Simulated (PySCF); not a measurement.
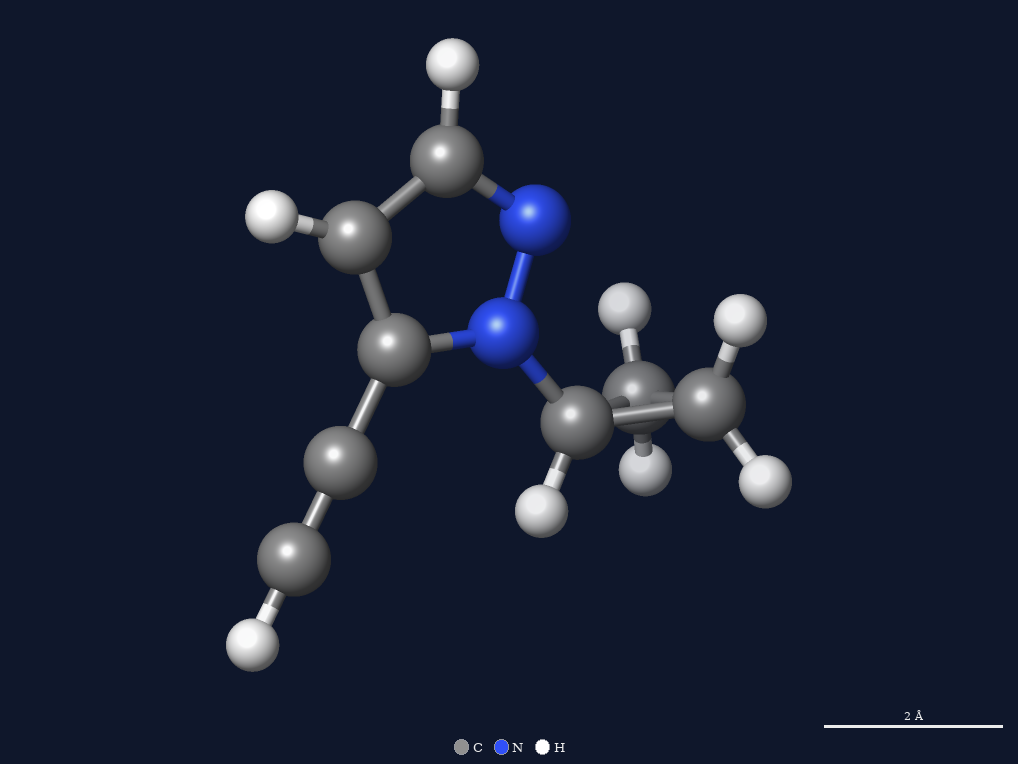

A ball-and-stick model of a molecule. Every bond is drawn as one stick, whatever its order.

The geometry was computed by an optimisation with PBE0-D3(BJ)/def2-SVP. No frequency run is at hand to confirm it as a minimum.

**Give the formula.**

C8H8N2, 18 atoms: 8 carbon, 8 hydrogen and 2 nitrogen.

**Count the bonded pairs by element.**

8 C–H, 7 C–C, 3 C–N, 1 N–N.

**Name functional groups in it.**

Among them: alkyne.

**Does it have rings?**

Independent rings (smallest set): 1 of 3 members, 1 of 5 members, 1 of them aromatic.

**Give a SMILES string for it.**

C#Cc1ccnn1C1CC1

More results for the same structure follow; atom numbers are the same in all pictures, views and colours differ.

**Geometry**

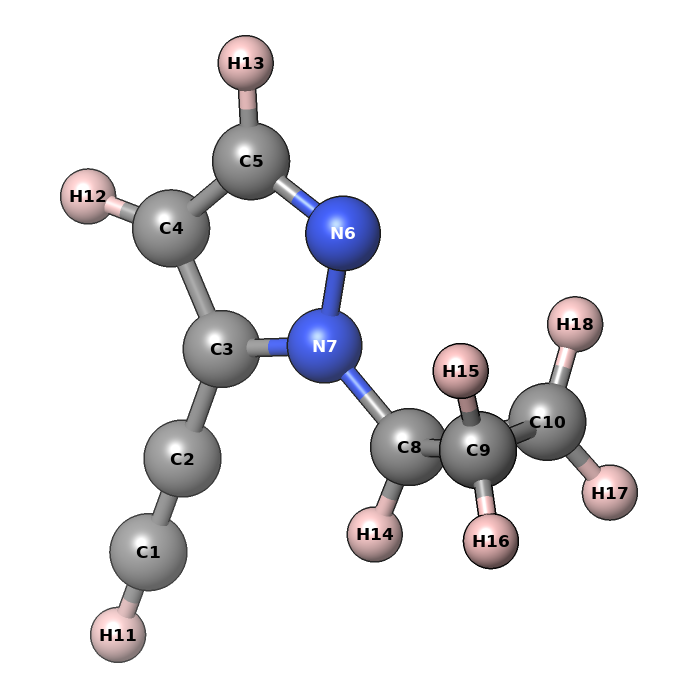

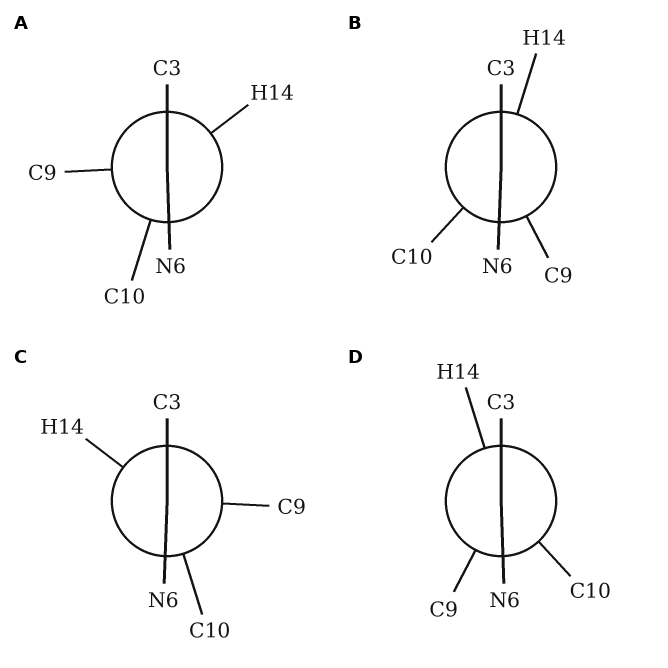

Distant atoms are faded towards the background colour. Bonds that would overlap in a projection are set slightly apart. No frequency run is at hand to confirm it as a minimum.

**Which Newman projection shows the view along N7–C8, with N7 in front?**

D. The torsion angle N6–N7–C8–C9 is 29°, synperiplanar.

**Quadrupole coupling**

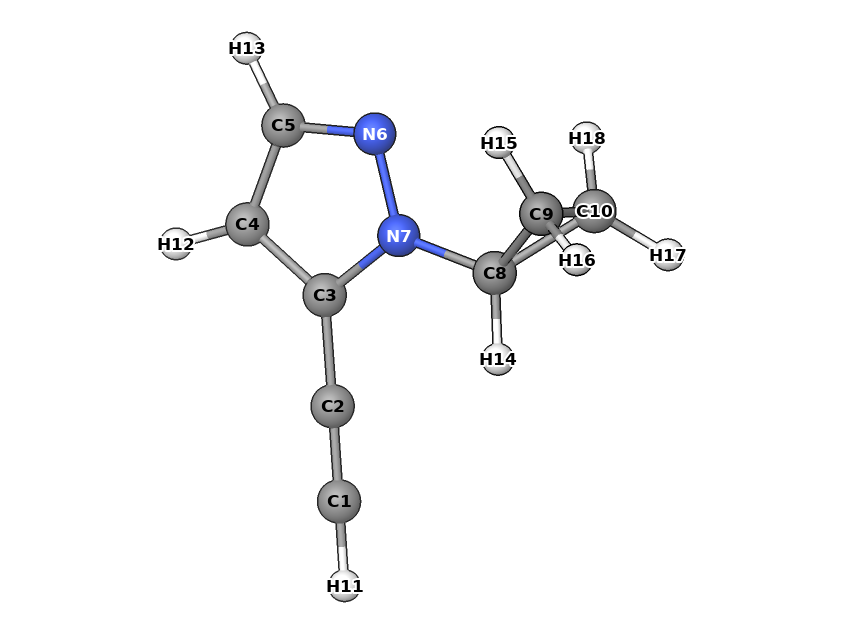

No frequency run is at hand to confirm it as a minimum. Electric field gradients from the ground-state density, PBE0/pcSseg-1 in acetone (IEF-PCM) (PySCF 2.14.0), non-relativistic apart from any core potentials.

Give the largest field-gradient component, the quadrupole coupling constant and the asymmetry for 14N at N6 (Q = 20.44 mb), 14N at N7 (Q = 20.44 mb), 2H at H11 (Q = 2.86 mb), 2H at H12 (Q = 2.86 mb), 2H at H13 (Q = 2.86 mb), 2H at H14 (Q = 2.86 mb).

| atom | V_zz (a.u.) | e²qQ/h (MHz) | η |
| --- | --- | --- | --- |
| N6 | −0.975 | −4.68 | 0.64 |
| N7 | −0.659 | −3.17 | 0.39 |
| H11 | 0.336 | 0.226 | 0.02 |
| H12 | 0.316 | 0.212 | 0.08 |
| H13 | 0.307 | 0.206 | 0.08 |
| H14 | 0.293 | 0.197 | 0.15 |

**Ring current**

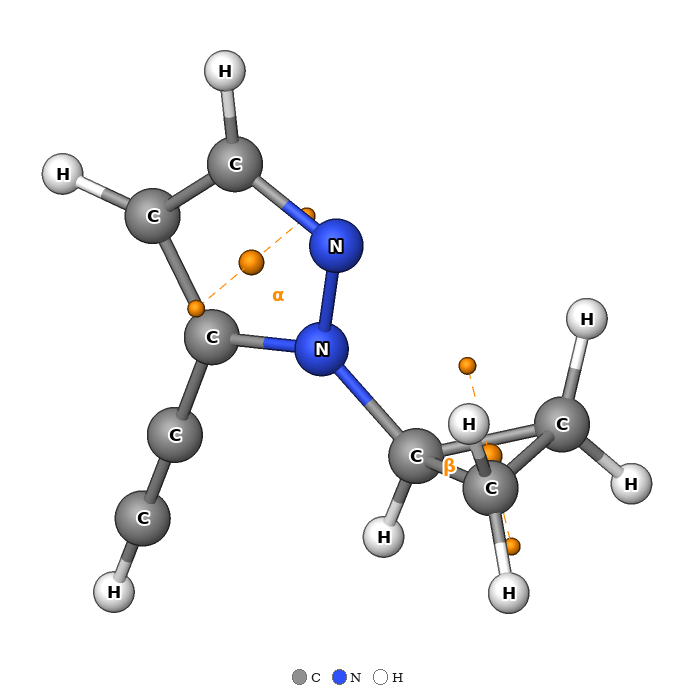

The small points mark where nucleus-independent chemical shifts (NICS) were computed: at the centre of each lettered ring and 1 Å above and below it. No frequency run is at hand to confirm it as a minimum. Properties computed with GIAO PBE0/pcSseg-1 NMR shielding, non-relativistic, IEF-PCM water (PySCF 2.14.0).

Give NICS(0), NICS(1) and the out-of-plane component NICS(1)zz for each ring (means of the two sides).

| ring | members | NICS(0) | NICS(1) | NICS(1)zz |
| --- | --- | --- | --- | --- |
| α | C3N2 | −13.1 | −11.7 | −28.6 |
| β | C3 | −40.6 | −7.4 | −21.6 |

Values in ppm.

**What do the values say about the ring currents?**

Ring α: diatropic, as in an aromatic ring. NICS is one index among several.

**Electronic properties**

No frequency run is at hand to confirm it as a minimum. Method: PBE0/def2-SVPD, gas phase (PySCF 2.14.0). Excitations: vertical, linear response.

Predict the main results.

- dipole moment: 1.64 D
- HOMO energy (Kohn–Sham orbital): −6.83 eV
- LUMO energy (Kohn–Sham orbital): −0.75 eV
- HOMO–LUMO gap: 6.08 eV
- mean static polarisability: 106.9 bohr³
- lowest vertical singlet excitation: 5.37 eV
- its oscillator strength: 0.234

**NMR shielding**

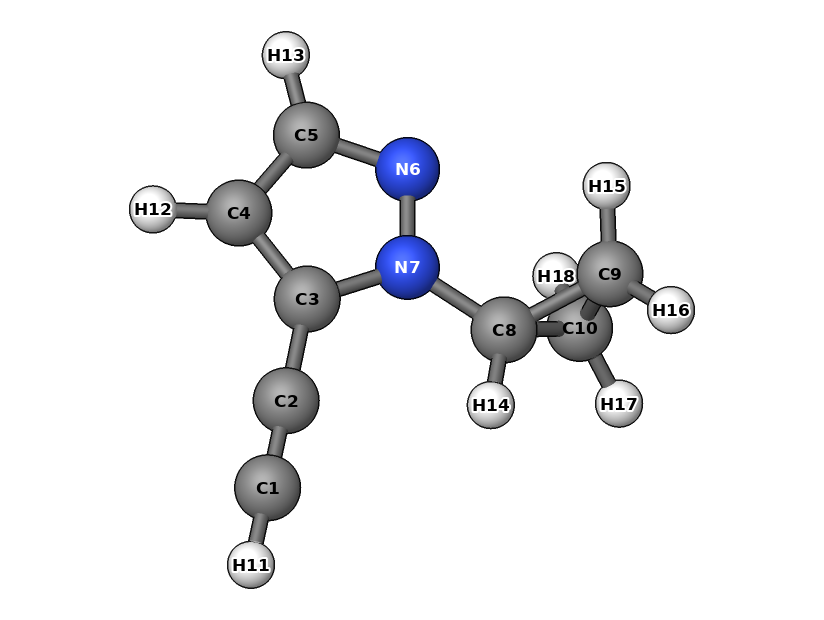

No frequency run is at hand to confirm it as a minimum. Properties computed with GIAO B97-2/pcSseg-1 NMR shielding, non-relativistic, gas phase (PySCF 2.14.0). Principal shieldings σ11 ≤ σ22 ≤ σ33, span Ω = σ33 − σ11, skew κ = 3(σiso − σ22)/Ω.

**Which N atom has the most anisotropic shielding?**

N6, with a span of 501 ppm.

Give the shielding tensors of the N atoms.

| atom | σ11 | σ22 | σ33 | σiso | Ω | κ |
| --- | --- | --- | --- | --- | --- | --- |
| N6 | −308.1 | −77.4 | 192.8 | −64.2 | 501.0 | 0.08 |
| N7 | −85.4 | 21.9 | 122.2 | 19.6 | 207.7 | −0.03 |

Shieldings and span in ppm.
